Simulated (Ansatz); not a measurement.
# CH₇BS: what the fields show

Input

```
crystal:
  periodic: [false, false, false]
  atoms:
    - { symbol: B, position_ang: [0.071758, -0.169324, -0.024843] }
    - { symbol: H, position_ang: [0.05021, -0.504467, 1.132174] }
    - { symbol: C, position_ang: [1.428055, -0.099461, -0.79901] }
    - { symbol: H, position_ang: [1.656291, -1.15125, -1.101124] }
    - { symbol: H, position_ang: [1.394343, 0.49367, -1.73345] }
    - { symbol: H, position_ang: [2.289101, 0.222301, -0.179794] }
    - { symbol: H, position_ang: [-1.004402, -0.05878, -0.58336] }
    - { symbol: S, position_ang: [-0.279333, 2.556141, 1.380627] }
    - { symbol: H, position_ang: [1.043658, 2.561485, 1.716008] }
    - { symbol: H, position_ang: [-0.384881, 1.214784, 1.715072] }
basis:
  gaussian: { orbitals: def2-SVP }
hamiltonian:
  xc: pbe
relax:
  f_tol: 0.03
  max_steps: 50
output:
  orbitals: {}
```

Launched as:

```sh
ansatz run input.yaml --threads 1 --pin off --max-ram 2048MiB --backend cpu --events-out ev --progress --plain --runs-dir out
```

The fields are those of the run's last geometry, not of the input's.

Level of theory: Ansatz 0.2.0, RKS PBE/def2-SVP.

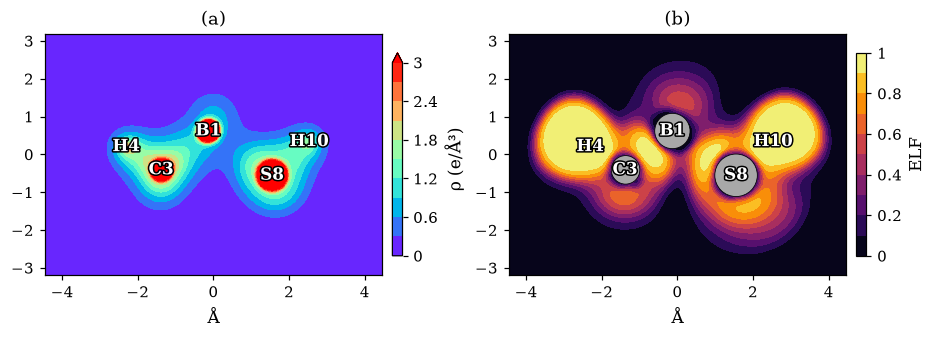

Figure 1. (a) total electron density; (b) ELF on the plane of atoms B1, C3 and H4. Grey discs cover the atomic cores in the ELF map.

Q: What do the fields say about this system?

A: The section cuts through B, C, H and S sites.
C–B (1.61 Å): the density is about 1.3 e/Å³ at the midpoint; the ELF peaks at about 0.95 between the atoms: a covalent bond.
B–S (2.06 Å): the density is about 0.75 e/Å³ at the midpoint, with its minimum of 0.51 e/Å³ about 0.6 Å from B; the ELF peaks at about 0.95 between the atoms: a shared electron pair.
C–H (1.11 Å): ρ is about 1.8 e/Å³ halfway; the ELF climbs to about 1 towards the hydrogen, as it does in any bond to H (a covalent bond by its length).
S–H (1.36 Å): ρ at the midpoint is about 1.4 e/Å³; the ELF climbs to about 1 towards the hydrogen.

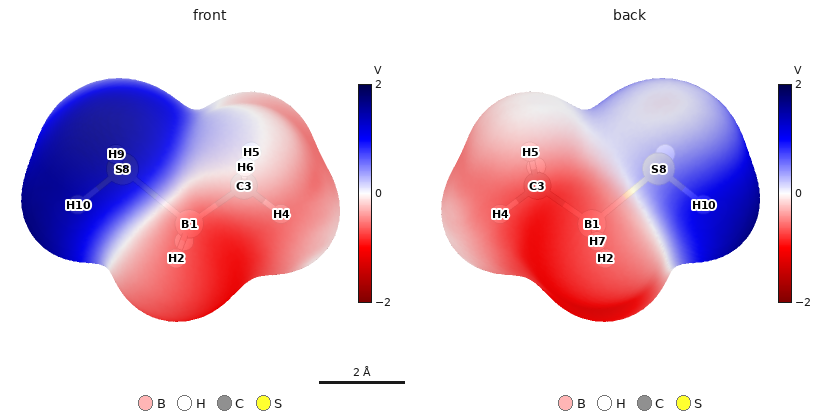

Figure 2. The electrostatic potential painted on the density surface at 0.001 e/bohr³, seen from the front and from behind; the colour scale runs from red (negative) to blue (positive).

Q: Describe the electrostatic potential map.

A: The most negative region (about −1.2 V) lies over H7, the most positive (about +1.7 V) over H9 and H10.

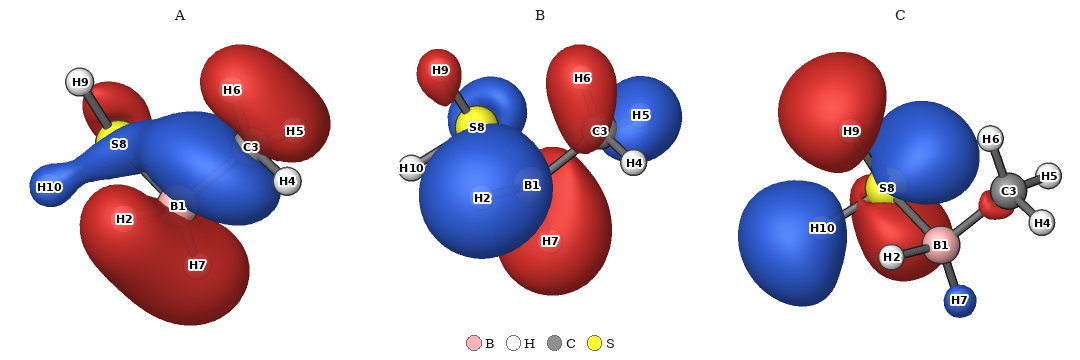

Figure 3. Three frontier orbitals at ±0.1 Å⁻³ᐟ² (red and blue are the two phases), in no order.

Q: Order the three orbitals by energy and name them.

A: A is the HOMO−1 (−6.84 eV). By Hirshfeld shares it lies mainly on B1 (about 30 %), C3 (about 30 %), H7 (about 15 %), H2 (about 5 %) and S8 (about 5 %). B is the HOMO (−6.42 eV). Its weight (Hirshfeld) is mainly on B1 (about 30 %), H2 (about 25 %), H7 (about 15 %), C3 (about 10 %) and S8 (about 5 %). C is the LUMO (−1.09 eV). By Hirshfeld shares it lies mainly on S8 (about 50 %), H10 (about 20 %) and H9 (about 20 %).

Q: What is the HOMO–LUMO gap?

A: 5.33 eV between the orbital energies.

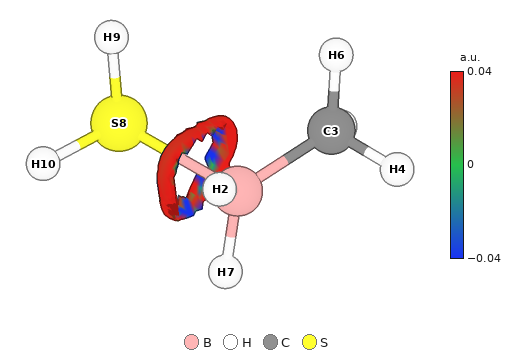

Figure 4. Non-covalent interaction (NCI) plot: the surface where the reduced density gradient is 0.5, for densities under 0.05 a.u., coloured by sign(λ₂)ρ; seen at a tilt.

Q: Which non-covalent interactions does the plot reveal?

A: H9···B1 (2.7 Å): a weak contact, attractive (blue-green) on one side and crowded (olive to red) on the other.
